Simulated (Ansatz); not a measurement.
AlN (zinc blende)

```xyz
4
Lattice="0.0000 4.4025 4.4025 2.2013 2.2013 4.4025 2.2013 2.2013 0.0000" Properties=species:S:1:pos:R:3 pbc="T T T"
N      3.3019     7.7044     7.7044
N      3.3019     5.5032     5.5032
Al     0.0000     0.0000     0.0000
Al     2.2013     4.4025     6.6038
```

A phonon eigenvector at X = (0.5, 0.5, 0.0) is frozen into this cell: atom i moves by Q times the vector below, so Q is the largest atomic displacement, in Å. The cell is held. (q is in reciprocal vectors of the primitive cell; the cell shown is doubled to hold the pattern.)

| atom | x | y | z |
|---|---|---|---|
| N1 | 0.000 | 0.000 | 1.000 |
| N2 | 0.000 | 0.000 | -1.000 |

Atoms not listed stay in place.

Level of theory: PBE (plane waves to 420 eV, PAW, scalar-relativistic; Ansatz, an electronic-structure program). k mesh 13×13×13 (Γ-centred), Fermi-Dirac smearing 0.05 eV. The energy includes the smearing's −TS. AlN was relaxed with its symmetry unable to fall. The PAW data are Ansatz's earlier set. The zero of ΔE is the undisplaced structure.

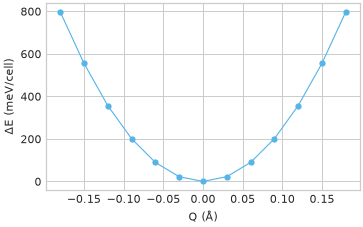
*ΔE (meV/cell) against Q (Å); computed points joined by lines.*

Problem. What is the energy change at Q = 0.180 Å?

Solution. About 800 meV/cell.

Problem. What harmonic wavenumber does the curvature at Q = 0 give?

Solution. About 700 cm⁻¹.

(A displaced cell: forces are minus the slopes of the energy, force constants its curvatures, and phonons follow from these.)
